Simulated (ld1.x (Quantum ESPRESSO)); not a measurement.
# Pseudopotential generation for Ge: TM, LDA (PW92)

Aim: build the potential from the settings below, then test how well it stands in for the atom: other configurations, scattering, ghost states and the plane-wave cutoff that it needs.

Method: ld1.x (Quantum ESPRESSO) 7.5, LDA (PW92), scalar-relativistic.

**1. Settings**

Typed settings, in words:

| Quantity | Value |
| --- | --- |
| element | germanium (Ge, Z = 32) |
| type | norm-conserving Troullier–Martins (Kleinman–Bylander form) |
| frozen core | [Ar] |
| valence charge | 14 |
| reference configuration | 3d10 4s2 4p2 |
| partial waves | 4s (bound): rc 1.60 bohr; 4p (bound): rc 1.65 bohr; 3d (bound): rc 1.05 bohr |
| local potential | the d channel |
| core correction | not asked for |

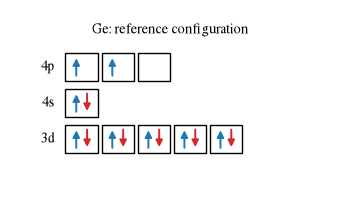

The outer shells as boxes. The arrows follow Hund's rule for the drawing; the calculation itself is spin-unpolarised.

**2. Generating the potential**

Input file Ge.in:

```
 &input
   title='Ge', zed=32., rel=1, dft='PW', iswitch=3,
   config='[Ar] 3d10 4s2 4p2',
   nld=3, rlderiv=1.80, eminld=-4.0, emaxld=5.0, deld=0.02
 /
 &inputp
   pseudotype=2, tm=.true., lloc=2,
   nlcc=.false.,
   file_pseudopw='Ge.UPF', file_wfcaegen='ae.wfc', file_wfcncgen='nc.wfc', file_beta='beta', file_chi='chi'
 /
3
4S  1  0   2.00   0.00  1.60  1.60  0.0
4P  2  1   2.00   0.00  1.65  1.65  0.0
3D  3  2  10.00   0.00  1.05  1.05  0.0
 &test
   configts(1)='3d10 4s2 4p2'
 /
```

Started as:

```sh
$ ld1.x < Ge.in > Ge.out
```

Output in Ge.out (without the banner and most projector matrices):

```text
     Program LD1 v.7.5
     --------------------------- All-electron run ----------------------------

     Ge
     scalar relativistic calculation

     atomic number is 32.00
     dft =PW   lsd =0 sic =0 latt =0  beta=0.20 tr2=1.0E-14
     Exchange-correlation= PW
                           (   1   4   0   0   0   0   0)
     mesh =1207 r(mesh) = 100.41023 a.u. xmin = -7.00 dx = 0.01250
     1 Ry =  13.60569312 eV, c = 137.03599908

     n l     nl                  e(Ry)          e(Ha)          e(eV)
     1 0     1S 1( 2.00)      -804.1600      -402.0800    -10941.1542
     2 0     2S 1( 2.00)      -100.6525       -50.3263     -1369.4476
     2 1     2P 1( 6.00)       -88.0554       -44.0277     -1198.0551
     3 0     3S 1( 2.00)       -12.3286        -6.1643      -167.7390
     3 1     3P 1( 6.00)        -8.4807        -4.2403      -115.3856
     3 2     3D 1(10.00)        -2.1726        -1.0863       -29.5594
     4 0     4S 1( 2.00)        -0.8780        -0.4390       -11.9457
     4 1     4P 1( 2.00)        -0.2974        -0.1487        -4.0467

     final scf error:  4.4E-15 reached in  30 iterations

     Etot =   -4191.798606 Ry,   -2095.899303 Ha,  -57032.325467 eV

     Ekin =    4266.105442 Ry,    2133.052721 Ha,   58043.321479 eV
     Encl =  -10108.759696 Ry,   -5054.379848 Ha, -137536.682275 eV
     Eh   =    1803.887856 Ry,     901.943928 Ha,   24543.144598 eV
     Exc  =    -153.032209 Ry,     -76.516104 Ha,   -2082.109269 eV

     normalization and overlap integrals

     s(1S/1S) =  1.000000  <r> =   0.0471  <r2> =    0.0030  r(max) =   0.0309
     s(2S/2S) =  1.000000  <r> =   0.2104  <r2> =    0.0522  r(max) =   0.1754
     s(2P/2P) =  1.000000  <r> =   0.1839  <r2> =    0.0414  r(max) =   0.1418
     s(3S/3S) =  1.000000  <r> =   0.6254  <r2> =    0.4515  r(max) =   0.5402
     s(3P/3P) =  1.000000  <r> =   0.6478  <r2> =    0.4946  r(max) =   0.5402
     s(3D/3D) =  1.000000  <r> =   0.7371  <r2> =    0.6984  r(max) =   0.5012
     s(4S/4S) =  1.000000  <r> =   2.1062  <r2> =    5.1381  r(max) =   1.7277
     s(4P/4P) =  1.000000  <r> =   2.8795  <r2> =    9.9101  r(max) =   2.1908

     ------------------------ End of All-electron run ------------------------

     --------------------- Generating NC pseudopotential ---------------------

      Generating local pot.: lloc=2, matching radius rcloc =   1.0500

      Wfc   4S  rcut= 1.583  Using Troullier-Martins method

      Wfc   4P  rcut= 1.664  Using Troullier-Martins method

     ------------------- End of pseudopotential generation -------------------

     [... the all-electron block is printed once more ...]


     Computing logarithmic derivative in   1.80495
     Computing logarithmic derivative in   1.80495
     Computing the partial wave expansion
     R is outside the sphere for l=    0 j= 0.00
     R is outside the sphere for l=    1 j= 0.00
       no projector for channel:   2

     ---------------------- Testing the pseudopotential ----------------------

     Ge
     scalar relativistic calculation

     atomic number is 32.00   valence charge is 14.00
     dft =PW   lsd =0 sic =0 latt =0  beta=0.20 tr2=1.0E-14
     mesh =1207 r(mesh) = 100.41023 xmin = -7.00 dx = 0.01250

     n l     nl             e AE (Ry)        e PS (Ry)    De AE-PS (Ry)
     3 2     3D   1(10.00)       -2.17258       -2.17260        0.00002
     1 0     4S   1( 2.00)       -0.87799       -0.87799        0.00000
     2 1     4P   1( 2.00)       -0.29743       -0.29743       -0.00000

     eps = 5.3E-15  iter = 26

     Etot =   -4191.798606 Ry,   -2095.899303 Ha,  -57032.325467 eV
     Etotps =  -182.552336 Ry,     -91.276168 Ha,   -2483.751067 eV

     Ekin =     242.598662 Ry,     121.299331 Ha,    3300.722946 eV
     Encl =    -570.956279 Ry,    -285.478139 Ha,   -7768.255912 eV
     Ehrt =     165.485512 Ry,      82.742756 Ha,    2251.545092 eV
     Ecxc =     -22.218571 Ry,     -11.109285 Ha,    -302.299053 eV
     Epseu=       2.538339 Ry,       1.269169 Ha,      34.535860 eV

     ---------------------- End of pseudopotential test ----------------------
```

Run time: 2.6 s. Hardware: 1 thread of Intel Xeon Platinum 8488C, shared host. This counts the later configuration tests of the new file too.

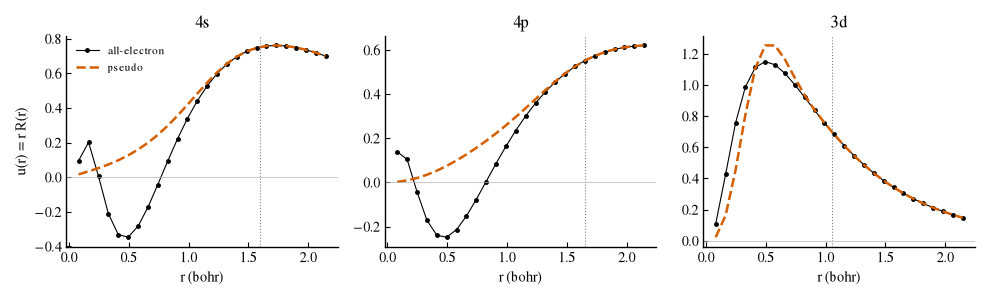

Bound waves of the atom and their pseudo partners (4s, 4p, 3d), with the matching radii dotted. The curves join 26 sampled radii, too few to resolve the innermost nodes.

**3. Transferability test**

Input file Ge.test.in:

```
 &input
   title='Ge', zed=32., rel=1, dft='PW', iswitch=2,
   config='[Ar] 3d10 4s2 4p2'
 /
 &test
   file_pseudo='Ge.UPF', nconf=10,
   configts(1)='3d10 4s2 4p2',
   configts(2)='3d10 4s2 4p1',
   configts(3)='3d10 4s2 4p0',
   configts(4)='3d10 4s1 4p0',
   configts(5)='3d10 4s2 4p2.3',
   configts(6)='3d10 4s1 4p3',
   configts(7)='3d10 4s0 4p0',
   configts(8)='3d9 4s2 4p3',
   configts(9)='3d10 4s2 4p2', lsdts(9)=1,
   configts(10)='3d10 4s2 4p1', lsdts(10)=1
 /
```

Started as:

```sh
$ ld1.x < Ge.test.in > Ge.test.out
```

Ge.test.out, the pseudopotential blocks, each with the warnings that came before it:

```text
     ---------------------- Testing the pseudopotential ----------------------

     Ge
     scalar relativistic calculation

     atomic number is 32.00   valence charge is 14.00
     dft =PW   lsd =0 sic =0 latt =0  beta=0.20 tr2=1.0E-14
     mesh =1207 r(mesh) = 100.41023 xmin = -7.00 dx = 0.01250

     n l     nl             e AE (Ry)        e PS (Ry)    De AE-PS (Ry)
     3 2     3D   1(10.00)       -2.17258       -2.17260        0.00002
     1 0     4S   1( 2.00)       -0.87799       -0.87799        0.00000
     2 1     4P   1( 2.00)       -0.29743       -0.29743       -0.00000

     eps = 5.2E-15  iter = 26

     Etot =   -4191.798606 Ry,   -2095.899303 Ha,  -57032.325467 eV
     Etotps =  -182.552336 Ry,     -91.276168 Ha,   -2483.751067 eV

     Ekin =     242.598662 Ry,     121.299331 Ha,    3300.722946 eV
     Encl =    -570.956279 Ry,    -285.478139 Ha,   -7768.255912 eV
     Ehrt =     165.485512 Ry,      82.742756 Ha,    2251.545092 eV
     Ecxc =     -22.218571 Ry,     -11.109285 Ha,    -302.299053 eV
     Epseu=       2.538339 Ry,       1.269169 Ha,      34.535860 eV

     ---------------------- End of pseudopotential test ----------------------

     ---------------------- Testing the pseudopotential ----------------------

     Ge
     [...]
     n l     nl             e AE (Ry)        e PS (Ry)    De AE-PS (Ry)
     3 2     3D   1(10.00)       -2.83827       -2.83386       -0.00441
     1 0     4S   1( 2.00)       -1.48042       -1.47999       -0.00043
     2 1     4P   1( 1.00)       -0.84292       -0.84270       -0.00022

     eps = 7.9E-15  iter = 26

     Etot =   -4191.237781 Ry,   -2095.618890 Ha,  -57024.695049 eV
     Etotps =  -181.991532 Ry,     -90.995766 Ha,   -2476.120933 eV
     dEtot_ae =       0.560825 Ry
     dEtot_ps =       0.560805 Ry,   Delta E=       0.000021 Ry

     [...]
     ---------------------- End of pseudopotential test ----------------------

     ---------------------- Testing the pseudopotential ----------------------

     Ge
     [...]
     n l     nl             e AE (Ry)        e PS (Ry)    De AE-PS (Ry)
     3 2     3D   1(10.00)       -3.64177       -3.62910       -0.01266  !
     1 0     4S   1( 2.00)       -2.17788       -2.17674       -0.00115
     2 1     4P   1( 0.00)       -1.47859       -1.47802       -0.00057

     eps = 7.4E-15  iter = 22

     Etot =   -4190.083132 Ry,   -2095.041566 Ha,  -57008.985259 eV
     Etotps =  -180.837110 Ry,     -90.418555 Ha,   -2460.414218 eV
     dEtot_ae =       1.715474 Ry
     dEtot_ps =       1.715227 Ry,   Delta E=       0.000247 Ry

     [...]
     ---------------------- End of pseudopotential test ----------------------

     ---------------------- Testing the pseudopotential ----------------------

     Ge
     [...]
     n l     nl             e AE (Ry)        e PS (Ry)    De AE-PS (Ry)
     3 2     3D   1(10.00)       -4.66587       -4.64156       -0.02430  !
     1 0     4S   1( 1.00)       -3.00586       -3.00328       -0.00258
     2 1     4P   1( 0.00)       -2.23564       -2.23428       -0.00137

     eps = 4.2E-15  iter = 27

     Etot =   -4187.494877 Ry,   -2093.747438 Ha,  -56973.770244 eV
     Etotps =  -178.250442 Ry,     -89.125221 Ha,   -2425.220819 eV
     dEtot_ae =       4.303730 Ry
     dEtot_ps =       4.301894 Ry,   Delta E=       0.001836 Ry

     [...]
     ---------------------- End of pseudopotential test ----------------------

     ---------------------- Testing the pseudopotential ----------------------

     Ge
     [...]
     n l     nl             e AE (Ry)        e PS (Ry)    De AE-PS (Ry)
     3 2     3D   1(10.00)       -2.00854       -2.00918        0.00064
     1 0     4S   1( 2.00)       -0.72429       -0.72435        0.00006
     2 1     4P   1( 2.30)       -0.15892       -0.15894        0.00002

     eps = 2.3E-15  iter = 33

     Etot =   -4191.866688 Ry,   -2095.933344 Ha,  -57033.251769 eV
     Etotps =  -182.620430 Ry,     -91.310215 Ha,   -2484.677534 eV
     dEtot_ae =      -0.068082 Ry
     dEtot_ps =      -0.068094 Ry,   Delta E=       0.000012 Ry

     [...]
     ---------------------- End of pseudopotential test ----------------------

     ---------------------- Testing the pseudopotential ----------------------

     Ge
     [...]
     n l     nl             e AE (Ry)        e PS (Ry)    De AE-PS (Ry)
     3 2     3D   1(10.00)       -2.29897       -2.29781       -0.00115
     1 0     4S   1( 1.00)       -0.94891       -0.94856       -0.00035
     2 1     4P   1( 3.00)       -0.34711       -0.34695       -0.00016

     eps = 9.6E-16  iter = 27

     Etot =   -4191.207254 Ry,   -2095.603627 Ha,  -57024.279707 eV
     Etotps =  -181.961032 Ry,     -90.980516 Ha,   -2475.705955 eV
     dEtot_ae =       0.591353 Ry
     dEtot_ps =       0.591305 Ry,   Delta E=       0.000048 Ry

     [...]
     ---------------------- End of pseudopotential test ----------------------

     Warning: n=2, l=1 expected 0 nodes, found 1
     ---------------------- Testing the pseudopotential ----------------------

     Ge
     [...]
     n l     nl             e AE (Ry)        e PS (Ry)    De AE-PS (Ry)
     3 2     3D   1(10.00)       -5.76150       -5.72619       -0.03530  !
     1 0     4S   1( 0.00)       -3.84641       -3.84307       -0.00334
     2 1     4P   1( 0.00)       -3.00061       -3.03761        0.03700  !

     eps = 1.9E-15  iter = 12

     Etot =   -4184.066059 Ry,   -2092.033030 Ha,  -56927.118809 eV
     Etotps =  -174.824370 Ry,     -87.412185 Ha,   -2378.606726 eV
     dEtot_ae =       7.732547 Ry
     dEtot_ps =       7.727967 Ry,   Delta E=       0.004580 Ry

     [...]
     ---------------------- End of pseudopotential test ----------------------

     ---------------------- Testing the pseudopotential ----------------------

     Ge
     [...]
     n l     nl             e AE (Ry)        e PS (Ry)    De AE-PS (Ry)
     3 2     3D   1( 9.00)       -2.89393       -2.95074        0.05681  !
     1 0     4S   1( 2.00)       -1.04580       -1.04316       -0.00264
     2 1     4P   1( 3.00)       -0.38999       -0.38656       -0.00343

     eps = 9.9E-15  iter = 29

     Etot =   -4189.613393 Ry,   -2094.806697 Ha,  -57002.594131 eV
     Etotps =  -180.338007 Ry,     -90.169004 Ha,   -2453.623584 eV
     dEtot_ae =       2.185213 Ry
     dEtot_ps =       2.214329 Ry,   Delta E=      -0.029116 Ry

     [...]
     ---------------------- End of pseudopotential test ----------------------

     ---------------------- Testing the pseudopotential ----------------------

     Ge
     [...]
     n l     nl             e AE (Ry)        e PS (Ry)    De AE-PS (Ry)
     3 2     3D   1( 5.00)       -2.16472       -2.16375       -0.00097
     1 0     4S   1( 1.00)       -0.90915       -0.91004        0.00088
     2 1     4P   1( 2.00)       -0.32852       -0.32882        0.00030
     3 2     3D   2( 5.00)       -2.15228       -2.15246        0.00017
     1 0     4S   2( 1.00)       -0.81680       -0.81495       -0.00185
     2 1     4P   2( 0.00)       -0.23882       -0.23788       -0.00094

     eps = 4.2E-15  iter = 25

     Etot =   -4191.842901 Ry,   -2095.921451 Ha,  -57032.928132 eV
     Etotps =  -182.597268 Ry,     -91.298634 Ha,   -2484.362398 eV
     dEtot_ae =      -0.044295 Ry
     dEtot_ps =      -0.044932 Ry,   Delta E=       0.000637 Ry

     [...]
     ---------------------- End of pseudopotential test ----------------------

     ---------------------- Testing the pseudopotential ----------------------

     Ge
     [...]
     n l     nl             e AE (Ry)        e PS (Ry)    De AE-PS (Ry)
     3 2     3D   1( 5.00)       -2.83918       -2.83429       -0.00489
     1 0     4S   1( 1.00)       -1.50546       -1.50580        0.00033
     2 1     4P   1( 1.00)       -0.86819       -0.86837        0.00017
     3 2     3D   2( 5.00)       -2.83115       -2.82691       -0.00424
     1 0     4S   2( 1.00)       -1.44712       -1.44561       -0.00151
     2 1     4P   2( 0.00)       -0.80899       -0.80814       -0.00085

     eps = 6.5E-15  iter = 30

     Etot =   -4191.252450 Ry,   -2095.626225 Ha,  -57024.894633 eV
     Etotps =  -182.006454 Ry,     -91.003227 Ha,   -2476.323954 eV
     dEtot_ae =       0.546156 Ry
     dEtot_ps =       0.545883 Ry,   Delta E=       0.000273 Ry

     [...]
     ---------------------- End of pseudopotential test ----------------------
```

The tests as a table, with energies relative to 3d10 4s2 4p2. Spin-polarised rows fill open shells by Hund's rule and count from the unpolarised reference. A star marks tests that logged a warning.

| valence configuration | charge | ΔE all-electron (eV) | error AE − PS (meV) |
| --- | --- | --- | --- |
| 3d10 4s2 4p1 | +1 | 7.630 | +0.3 |
| 3d10 4s2 4p0 | +2 | 23.340 | +3.4 |
| 3d10 4s1 4p0 | +3 | 58.555 | +25 |
| 3d10 4s2 4p2.3 | -0.3 | -0.926 | +0.2 |
| 3d10 4s1 4p3 | 0 | 8.046 | +0.7 |
| 3d10 4s0 4p0 * | +4 | 105.207 | +62 |
| 3d9 4s2 4p3 | 0 | 29.731 | -396 |
| 3d10 4s2 4p2 (spin-polarised) | 0 | -0.603 | +8.7 |
| 3d10 4s2 4p1 (spin-polarised) | +1 | 7.431 | +3.7 |

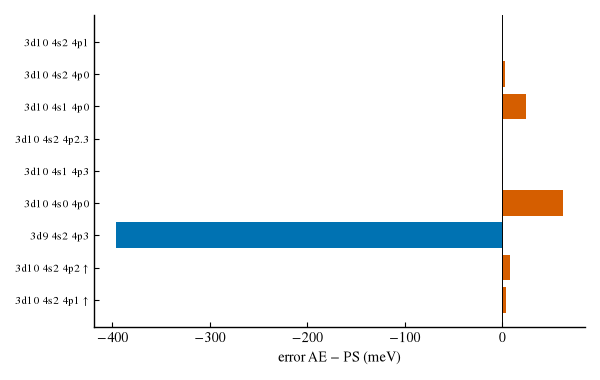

Error of the potential in each test configuration; ↑ marks spin-polarised tests.

**4. Logarithmic derivatives**

Taken from the files of the generation run. The phase is arctan(r·u′/u) with u = r·R, unwrapped, with energies in Ry. A pole is an energy at which the radial function vanishes at the test radius. The pseudo phase is shifted by a multiple of π to meet the all-electron one at the reference energy. Levels narrower than the energy grid can be missing from the poles. The last column is the largest difference on the grid between −1 and +1 Ry.

| channel | radius (bohr) | reference (Ry) | poles AE | poles PS | window around the reference with phases within 0.05 rad (Ry) | largest difference near zero (rad) |
| --- | --- | --- | --- | --- | --- | --- |
| s | 1.80 | -0.88 | 3.62 | 2.67 | below 2.4 | 0.019 |
| p | 1.80 | -0.30 | none | 4.65 | the whole range | 0.015 |
| d | 1.80 | -2.17 | -1.97 | -1.97 | below 1.7 | 0.017 |

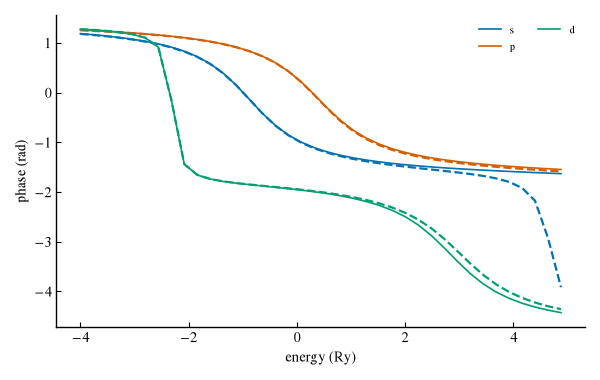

Phases by channel: all-electron solid, pseudo dashed.

**5. Plane-wave convergence, by spherical Bessel functions**

This step uses the generator's waves and projectors in a separate script. Basis: spherical Bessel functions vanishing at 20 bohr, q² up to the cutoff; potential fixed at the reference.

All-electron valence levels (Ry): 4s -0.8780, 4p -0.2974, 3d -2.1726. The lowest levels of each channel (Ry) by cutoff; the last column sums, over occupied levels, occupation times the distance from the level at 400 Ry. A positive value at high cutoff is not a bound level.

| cutoff (Ry) | s #1 | s #2 | p #1 | p #2 | d #1 | f #1 | Σ f·Δε (mRy) |
| --- | --- | --- | --- | --- | --- | --- | --- |
| 8 | -0.9846 | -0.2965 | -0.2938 | 0.0269 | 0.0541 | 0.1098 | 22486.6 |
| 25 | -16.2309 | -0.8726 | -0.2979 | 0.0268 | 0.0510 | 0.1098 | 22246.1 |
| 50 | -29.5959 | -0.8779 | -6.1429 | -0.2973 | 0.0072 | 0.1098 | 21797.6 |
| 100 | -34.3385 | -0.8780 | -12.4065 | -0.2974 | -1.3339 | 0.1098 | 8385.5 |
| 180 | -34.8255 | -0.8780 | -13.6169 | -0.2974 | -2.1555 | 0.1098 | 170.0 |
| 230 | -34.8283 | -0.8780 | -13.6305 | -0.2974 | -2.1718 | 0.1098 | 6.5 |
| 400 | -34.8329 | -0.8780 | -13.6335 | -0.2974 | -2.1725 | 0.1098 | 0.0 |

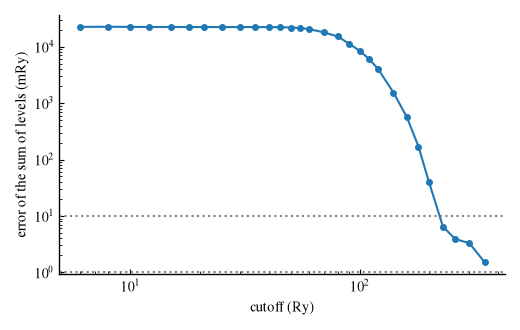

Occupation-weighted error of the valence levels against the cutoff; the dotted lines mark 10 and 1 mRy.

The sum stays within 10 mRy from 230 Ry and within 1 mRy only somewhere over 300 Ry. The sum leaves out empty levels, which can need more. Ghost test: ghost states, bound below the all-electron valence or empty levels of the same l: s at -473.9 eV, p at -185.5 eV.

**6. What came out**

| quantity | value |
| --- | --- |
| cutoffs for 10 and 1 mRy, occupied levels | 230 Ry and over 300 Ry |
| bound ghosts | s at -473.93 eV, p at -185.49 eV |
| largest test error (AE − PS), unpolarised tests | -396 meV, for 3d9 4s2 4p3 |
| largest phase difference near zero energy, channels read | 0.019 rad |

A bound ghost (s, p) makes it unfit for use: electrons can fall into a state that the atom doesn't have. By total energies transferability is poor: the largest error is 396 meV on 29.7 eV, for 3d9 4s2 4p3. It counts as very hard, with 230 Ry needed at the looser tolerance. The tighter tolerance needs over 300 Ry, and converged work needs a cutoff nearer that. The slowest occupied level is 3d: taken alone it needs 230 Ry to come within 1 mRy, against 40 Ry for 4s. Near zero energy the phases of the channels with partial waves agree within 0.019 rad. All of this concerns the isolated atom, not yet a solid.
